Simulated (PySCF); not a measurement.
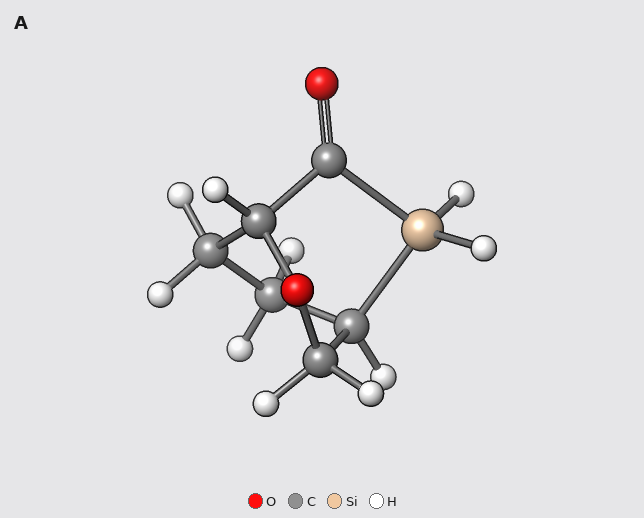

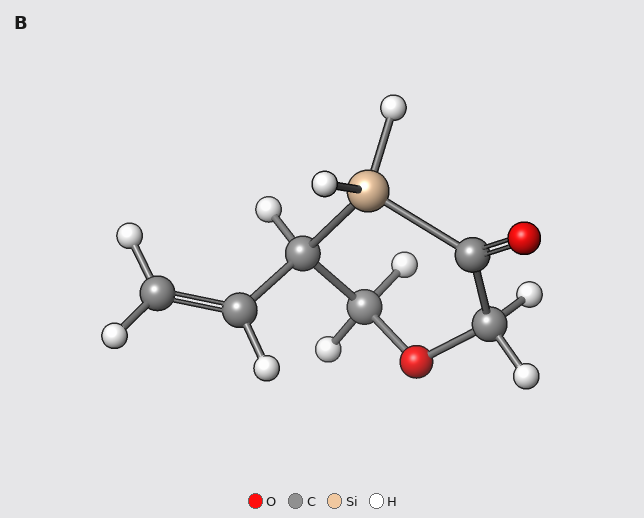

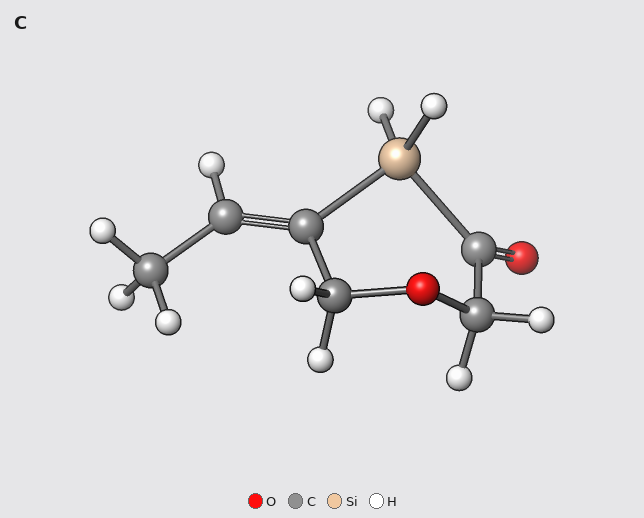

3 stationary structures of one formula. Geometries: GFN2-xTB. Electronic energies: PBE0/pcSseg-1 (PySCF 2.14.0), without zero-point energy. No frequency run is at hand to confirm each as a minimum. Each is one conformer, not always the lowest.

> How are they related?

They are constitutional isomers of C6H10O2Si: A `O=C1[SiH2][C@@H]2CC[C@H]1OC2`, B `C=C[C@@H]1COCC(=O)[SiH2]1`, C `C/C=C1\COCC(=O)[SiH2]1`.

> Which structure is the most stable?

A is lowest; C lies 59.5 kJ/mol above it, B lies 79.3 kJ/mol above it.

The geometry is semi-empirical. Around Si such bond lengths and angles can be off by a tenth of an ångström or more and by several degrees, and values that hang on the shape move with them.
